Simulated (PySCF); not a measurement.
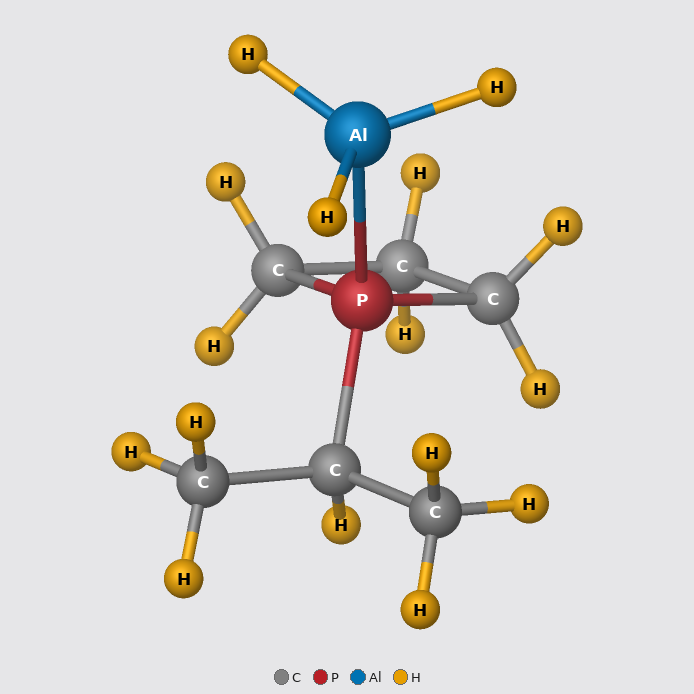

Computed geometry: GFN2-xTB optimisation. No frequency run is at hand to confirm it as a minimum. Level of theory: PBE0/pcSseg-1, gas phase (PySCF 2.14.0).

What does the calculation give?

The species is C6H16AlP (`CC(C)[P+]1([AlH3-])CCC1`).
- dipole moment: 5.56 D
- HOMO energy (Kohn–Sham orbital): −7.48 eV
- LUMO energy (Kohn–Sham orbital): −0.21 eV
- HOMO–LUMO gap: 7.27 eV

The geometry is semi-empirical. Around Al, P such bond lengths and angles can be off by a tenth of an ångström or more and by several degrees, and values that hang on the shape move with them.
